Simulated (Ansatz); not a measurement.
The reference is SiC (space group P6_3mc, No. 186; a = 3.0585 Å, c = 10.0120 Å).

Perturbation: every lattice vector is stretched by 3.00 %, atoms relaxed at fixed cell.

Method: LDA (Ansatz, an electronic-structure program), without spin-orbit coupling.

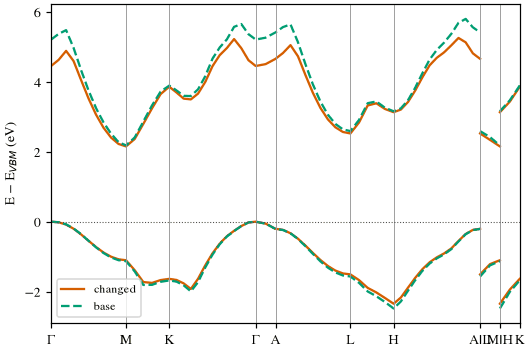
Figure. Highest valence and lowest conduction band along the path, each from its own valence-band maximum

Task: From the figure, how large is the changed gap, and is it direct?

Result: About 2.2 eV, indirect, Γ → M.

The cells carry an imposed strain or load. Gaps are read on the SCF mesh and a high-symmetry path. No phonon test of stability was made.
